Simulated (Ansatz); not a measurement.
Breaking the B1–I3 bond in BHI2 (SMILES IBI) (multiplicity 1 held, fragments rigid). Energies count from the point at 2.114 Å.
Geometry at that point (charge 0, multiplicity 1):
```xyz
4

B     -0.70417    -0.42699    -0.46385
H     -1.58316    -0.95997    -1.04285
I     -0.40433     1.64312    -0.76703
I      0.50063    -1.58472     0.83046
```

Restricted levels (R-, RO-) in cc, def2 and unpolarised 6-31G sets keep to the state of the molecule at rest. Unrestricted levels (U-) break spin symmetry where that is lower. Active spaces are followed from a long bond inwards. Levels need not reach the same state.

Correlated levels freeze the cores. Filled d and f shells under p-block atoms count as core.

Run with Ansatz (a program for electronic structure). Each number belongs to the level named beside it. In def2 rows elements past Kr take small-core potentials, without spin–orbit coupling.

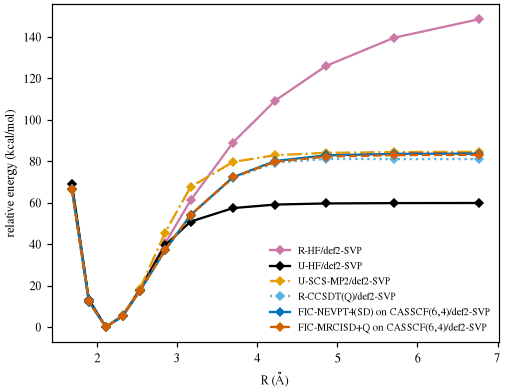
Relative energy along the coordinate

Task: Read off the U-HF/def2-SVP curve at R = 6.763.

Result: about 60 kcal/mol

Doubts at one or more of the structures used: a restricted determinant that unrestricted orbitals would lower (R-HF/def2-SVP, R-CCSDT(Q)/def2-SVP); a spin-contaminated determinant (U-HF/def2-SVP, U-SCS-MP2/def2-SVP); other coupled-cluster roots lie near (R-CCSDT(Q)/def2-SVP); T1 above 0.05 (R-CCSDT(Q)/def2-SVP); active orbitals that take no part (FIC-NEVPT4(SD) on CASSCF(6,4)/def2-SVP, FIC-MRCISD+Q on CASSCF(6,4)/def2-SVP).
